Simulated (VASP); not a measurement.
Band structure of CaF$_{2}$ (fluorite). These are rev-vdW-DF2, VASP's PBE PAW potentials (set 64) (plane waves; VASP) values and carry that method's errors.

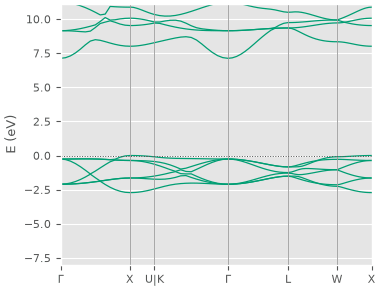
*Bands along high-symmetry lines, zero at the valence-band maximum or, without a gap, the Fermi level*

Task: Read the plot: is there a gap, and where are the band edges?

Result: The gap is indirect, 7.12 eV, from the valence maximum at X to the conduction minimum at Γ. (Edges off the drawn lines would not show.)

Measured: gap 11.80 eV (computed value off by -4.68 eV), as given by E. Cadelano et al., The European Physical Journal B (2011), arXiv:1107.5962.

The compound is CaF2 in the fluorite structure. It was relaxed first.
